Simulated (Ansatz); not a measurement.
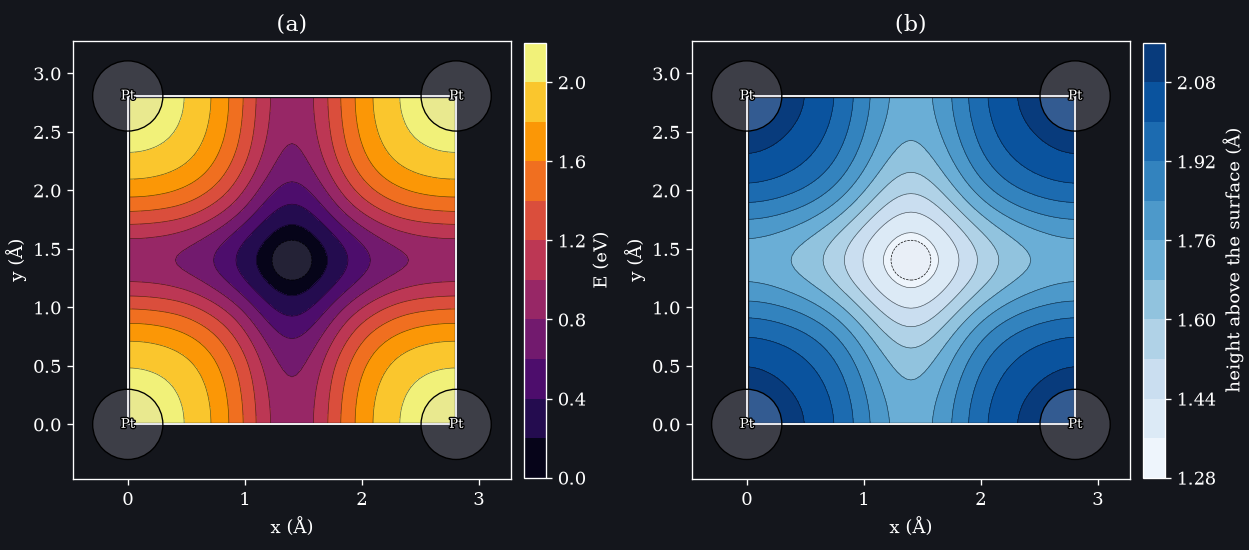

S on a Pt(100) slab cut from the Fm-3m phase, its upper half relaxed before the scan (12 atoms of substrate and one adsorbate in a 2 × 2 cell). S is moved over the surface cell; relaxed at each place: the height of the adsorbate's atoms; substrate rigid; the origin of the map has the adsorbate above Pt9. Places are given modulo a cell vector. The map is drawn in real space over the plane of the surface. The grid has 6 × 6 points; 10 points were computed and 26 follow by symmetry. Places are given in fractions of the 1 × 1 surface cell. Energies are in eV, from the lowest grid point. Computed with Ansatz, DFT PBE, scalar-relativistic, plane waves, PAW. Settings: cutoff 420 eV, k-mesh 5×5×1, gaussian smearing 0.1 eV, no spin polarisation.

Panel (a) is the energy and panel (b) the computed height above the surface on the same grid.

Drawn: filled contours, labelled circles for the atoms of the top layer and small ones for the second layer, the outline of one cell of the plane. Between grid points the surface is interpolated.

How does the height above the surface vary over the map, and what is it at the lowest grid point?

Answer. It runs from 1.31 Å at a fourfold hollow over a second-layer Pt atom, (3/6, 3/6) of the cell vectors to 2.14 Å at the top site over a surface Pt atom, (0/6, 0/6) of the cell vectors. At the lowest grid point, a fourfold hollow over a second-layer Pt atom, (3/6, 3/6) of the cell vectors, it is 1.31 Å.

PAW datasets: the set soft_1.
